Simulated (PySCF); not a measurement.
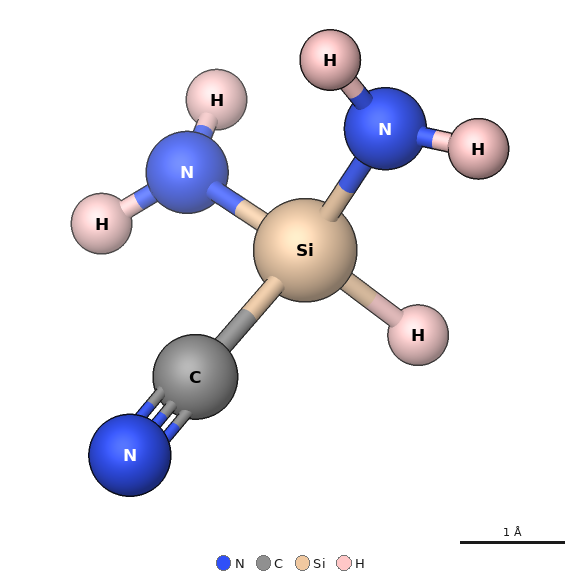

Atoms fade into the background with distance from the viewer. Computed geometry: PBE0-D3(BJ)/def2-SVP optimisation. No frequency run is at hand to confirm it as a minimum. Masses are those of the most abundant isotopes; constants are for the rigid equilibrium geometry.

Question: Classify the rotor and give the rotational constants (GHz).

Answer: An asymmetric top (C1): A = 6.18, B = 2.85, C = 2.16 GHz. Ray's parameter κ is −0.66, nearer the prolate limit.
